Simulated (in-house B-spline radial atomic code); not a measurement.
**Pseudo-atoms of ytterbium beyond the functional they were made with**

A pseudopotential made with a local or semilocal functional is often used under other methods. How large is the error for ytterbium?

Each job solves three atoms with an in-house B-spline radial code, non-relativistic and spherical, high spin: all electrons (AE), all electrons with the core left uncorrelated (FC), and the pseudo-atom (PS, semilocal channels for the l listed, the local potential above). Empty states run to l = 8; the Hartree-Fock start is not run with a model core. The AE exchange self-energy holds core-valence exchange, which PS lacks and its potential largely offsets, so that difference is no error by itself. The code writes a record and no log. All values are calculated.

### Step 1. Yb²⁺, LDA, core 1s 2s 2p 3s 3p 3d 4s 4p, radii × 1.15, model core, made in [Xe] 4f14 6s2

The input, settings:

```
Z = 70
electrons = 68.0
configuration = [Xe] 4f14
generated_in = [Xe] 4f14 6s2
functional = lda,vwn
core_shells = 8
radius_factor = 1.15
core_correction = True
ion_configuration = None
```

From the record: radii s 1.342, p 1.466, d 0.568, f 1.855, local 0.761, model core 0.319 bohr. Reference levels, all-electron and pseudo (hartree): 4d -6.57495, -6.57495; 5s -1.68388, -1.68388; 5p -0.96613, -0.96613; 4f -0.28640, -0.28640; 6s -0.13698, -0.13814.

Levels in eV; differences are from AE. Left out are levels of quasi-particle weight under 0.75 (0.6 for the top and for empty ones), unbound levels and those not matched in AE and PS.

```tsv
start	level	mean field AE	PS − AE	G0W0 AE	FC − AE	PS − AE	exchange self-energy PS − AE
LDA	4f	-21.87	-0.13	-30.25	+0.18	+2.84	+25.83
LDA	5d (empty)	-13.97	-0.09	-9.69	+0.01	+0.25	+0.84
PBE0	4f	-24.67	+1.05	-30.25	+0.18	+3.32	+26.07
PBE0	6s (empty)	-12.99	-0.14	-11.22	-0.01	-0.27	-0.05
```

```tsv
start	valence RPA correlation, FC (hartree)	PS (hartree)	RPA polarisability (no kernel), AE (bohr³)	PS (bohr³)	ionisation by RPA, AE (eV)	PS − AE (eV)
LDA	-2.8215	-3.2076	5.87	5.90	–	–
PBE0	-2.7042	-3.0903	5.23	5.29	–	–
```

It took 44 s on 1 thread of Arm Neoverse N1, shared host.

### Step 2. Yb²⁺, PBE, core 1s 2s 2p 3s 3p 3d 4s 4p, radii × 1, model core

The input, settings:

```
Z = 70
electrons = 68.0
configuration = [Xe] 4f14
generated_in = [Xe] 4f14
functional = pbe,pbe
core_shells = 8
radius_factor = 1.0
core_correction = True
ion_configuration = None
```

From the record: radii s 1.167, p 1.275, d 0.494, f 1.613, local 0.662, model core 0.319 bohr. Reference levels, all-electron and pseudo (hartree): 4d -7.09333, -7.09327; 5s -2.19337, -2.19337; 5p -1.47152, -1.47152; 4f -0.79090, -0.79090.

Levels in eV; differences are from AE. Left out are levels of quasi-particle weight under 0.75 (0.6 for the top and for empty ones), unbound levels and those not matched in AE and PS.

```tsv
start	level	mean field AE	PS − AE	G0W0 AE	FC − AE	PS − AE	exchange self-energy PS − AE
PBE	4f	-21.52	+0.00	-30.14	+0.18	+3.55	+22.20
PBE	6s (empty)	-13.92	-0.06	-11.24	-0.02	-0.28	+0.04
PBE0	4f	-24.67	+1.24	-30.25	+0.18	+3.66	+22.61
PBE0	6s (empty)	-12.99	-0.10	-11.22	-0.01	-0.23	+0.04
```

```tsv
start	valence RPA correlation, FC (hartree)	PS (hartree)	RPA polarisability (no kernel), AE (bohr³)	PS (bohr³)	ionisation by RPA, AE (eV)	PS − AE (eV)
PBE	-2.8190	-3.1954	5.93	5.96	–	–
PBE0	-2.7042	-3.0874	5.23	5.29	–	–
```

Run time: 43 s. Hardware: 1 thread of Arm Neoverse N1, shared host.

### Step 3. Yb²⁺, PBE, core 1s 2s 2p 3s 3p 3d 4s 4p, radii × 1.15

The input, settings:

```
Z = 70
electrons = 68.0
configuration = [Xe] 4f14
generated_in = [Xe] 4f14
functional = pbe,pbe
core_shells = 8
radius_factor = 1.15
core_correction = False
ion_configuration = None
```

From the record: radii s 1.342, p 1.466, d 0.568, f 1.855, local 0.761 bohr. Reference levels, all-electron and pseudo (hartree): 4d -7.09333, -7.09335; 5s -2.19337, -2.19338; 5p -1.47152, -1.47152; 4f -0.79090, -0.79090.

Levels in eV; differences are from AE. Left out are levels of quasi-particle weight under 0.75 (0.6 for the top and for empty ones), unbound levels and those not matched in AE and PS.

```tsv
start	level	mean field AE	PS − AE	G0W0 AE	FC − AE	PS − AE	exchange self-energy PS − AE
PBE	4f	-21.52	+0.00	-30.14	+0.18	+3.57	+25.86
PBE	6s (empty)	-13.92	-0.06	-11.24	-0.02	-0.28	-0.03
PBE0	4f	-24.67	+1.27	-30.25	+0.18	+3.55	+26.24
PBE0	6s (empty)	-12.99	-0.11	-11.22	-0.01	-0.24	-0.03
Hartree-Fock	4f	-33.41	+5.64	-30.00	+0.19	+3.22	+27.26
Hartree-Fock	5p	-46.15	-3.46	-46.80	-0.10	-2.43	-3.55
Hartree-Fock	6s (empty)	-10.50	-0.16	-11.09	-0.01	-0.16	-0.00
```

```tsv
start	valence RPA correlation, FC (hartree)	PS (hartree)	RPA polarisability (no kernel), AE (bohr³)	PS (bohr³)	ionisation by RPA, AE (eV)	PS − AE (eV)
PBE	-2.8190	-3.2091	5.93	5.98	–	–
PBE0	-2.7042	-3.1052	5.23	5.33	–	–
Hartree-Fock	-2.4272	-2.8433	4.18	4.16	–	–
```

Run time: 47 s. Hardware: 1 thread of Arm Neoverse N1, shared host.

### Step 4. Yb²⁺, PBE, core 1s 2s 2p 3s 3p 3d 4s 4p, radii × 1.3, made in [Xe] 4f14 6s2

The input, settings:

```
Z = 70
electrons = 68.0
configuration = [Xe] 4f14
generated_in = [Xe] 4f14 6s2
functional = pbe,pbe
core_shells = 8
radius_factor = 1.3
core_correction = False
ion_configuration = None
```

From the record: radii s 1.517, p 1.657, d 0.642, f 2.097, local 0.86 bohr. Reference levels, all-electron and pseudo (hartree): 4d -6.57968, -6.57967; 5s -1.67892, -1.67891; 5p -0.96020, -0.96019; 4f -0.27735, -0.27735; 6s -0.13245, -0.13487.

Levels in eV; differences are from AE. Left out are levels of quasi-particle weight under 0.75 (0.6 for the top and for empty ones), unbound levels and those not matched in AE and PS.

```tsv
start	level	mean field AE	PS − AE	G0W0 AE	FC − AE	PS − AE	exchange self-energy PS − AE
PBE	4f	-21.52	-0.24	-30.14	+0.18	+3.33	+29.31
PBE	6s (empty)	-13.92	-0.22	-11.24	-0.02	-0.43	-0.29
PBE0	4f	-24.67	+1.27	-30.25	+0.18	+3.40	+29.69
PBE0	6s (empty)	-12.99	-0.25	-11.22	-0.01	-0.39	-0.25
Hartree-Fock	4f	-33.41	+6.36	-30.00	+0.19	+3.26	+30.73
Hartree-Fock	6s (empty)	-10.50	-0.28	-11.09	-0.01	-0.31	-0.13
```

```tsv
start	valence RPA correlation, FC (hartree)	PS (hartree)	RPA polarisability (no kernel), AE (bohr³)	PS (bohr³)	ionisation by RPA, AE (eV)	PS − AE (eV)
PBE	-2.8190	-3.2608	5.93	5.97	–	–
PBE0	-2.7042	-3.1528	5.23	5.37	–	–
Hartree-Fock	-2.4272	-2.8790	4.18	4.27	–	–
```

It took 47 s on 1 thread of Arm Neoverse N1, shared host.

### Step 5. Yb²⁺, PBE, core 1s 2s 2p 3s 3p 3d 4s 4p, radii × 1.3, model core, made in [Xe] 4f14 6s2

settings, as its differences from that of step 4:

```diff
@@ -7,3 +7,3 @@
 radius_factor = 1.3
-core_correction = False
+core_correction = True
 ion_configuration = None
```

From the record: radii s 1.517, p 1.657, d 0.642, f 2.097, local 0.86, model core 0.319 bohr. Reference levels, all-electron and pseudo (hartree): 4d -6.57968, -6.57967; 5s -1.67892, -1.67891; 5p -0.96020, -0.96019; 4f -0.27735, -0.27735; 6s -0.13245, -0.13487.

Levels in eV; differences are from AE. Left out are levels of quasi-particle weight under 0.75 (0.6 for the top and for empty ones), unbound levels and those not matched in AE and PS.

```tsv
start	level	mean field AE	PS − AE	G0W0 AE	FC − AE	PS − AE	exchange self-energy PS − AE
PBE	4f	-21.52	-0.24	-30.14	+0.18	+3.33	+29.31
PBE	6s (empty)	-13.92	-0.22	-11.24	-0.02	-0.43	-0.29
PBE0	4f	-24.67	+1.34	-30.25	+0.18	+3.48	+29.68
PBE0	6s (empty)	-12.99	-0.24	-11.22	-0.01	-0.38	-0.23
```

```tsv
start	valence RPA correlation, FC (hartree)	PS (hartree)	RPA polarisability (no kernel), AE (bohr³)	PS (bohr³)	ionisation by RPA, AE (eV)	PS − AE (eV)
PBE	-2.8190	-3.2608	5.93	5.97	–	–
PBE0	-2.7042	-3.1444	5.23	5.37	–	–
```

Wall time 42 s (1 thread of Arm Neoverse N1, shared host).

### Step 6. What the core costs

Of the filled levels shown, the one that moves most in G0W0 on the functional of the generation (eV):

| pseudo-atom | level | PS − AE | FC − AE | exchange self-energy PS − AE |
| --- | --- | --- | --- | --- |
| Yb²⁺, LDA, core 1s 2s 2p 3s 3p 3d 4s 4p, radii × 1.15, model core, made in [Xe] 4f14 6s2 | 4f | +2.84 | +0.18 | +25.83 |
| Yb²⁺, PBE, core 1s 2s 2p 3s 3p 3d 4s 4p, radii × 1, model core | 4f | +3.55 | +0.18 | +22.20 |
| Yb²⁺, PBE, core 1s 2s 2p 3s 3p 3d 4s 4p, radii × 1.15 | 4f | +3.57 | +0.18 | +25.86 |
| Yb²⁺, PBE, core 1s 2s 2p 3s 3p 3d 4s 4p, radii × 1.3, made in [Xe] 4f14 6s2 | 4f | +3.33 | +0.18 | +29.31 |
| Yb²⁺, PBE, core 1s 2s 2p 3s 3p 3d 4s 4p, radii × 1.3, model core, made in [Xe] 4f14 6s2 | 4f | +3.33 | +0.18 | +29.31 |

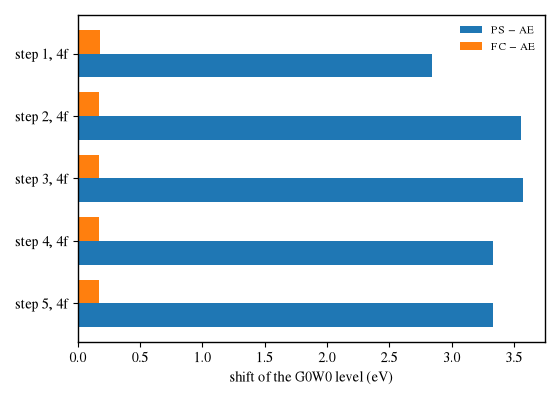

Shift of the level that moves most, for each pseudo-atom in the order of the table.

For these levels the shift runs from 2.84 eV (Yb²⁺, LDA, core 1s 2s 2p 3s 3p 3d 4s 4p, radii × 1.15, model core, made in [Xe] 4f14 6s2) to 3.57 eV (Yb²⁺, PBE, core 1s 2s 2p 3s 3p 3d 4s 4p, radii × 1.15). On other starts it reaches +3.66 eV (4f, PBE0). Leaving the core uncorrelated explains little of it; the rest belongs to the pseudopotential itself, whose orbitals are smooth and whose core-valence exchange stays at the level of its own functional. Without relativity so heavy an atom is a model system. The radii follow a simple rule and aren't optimised.
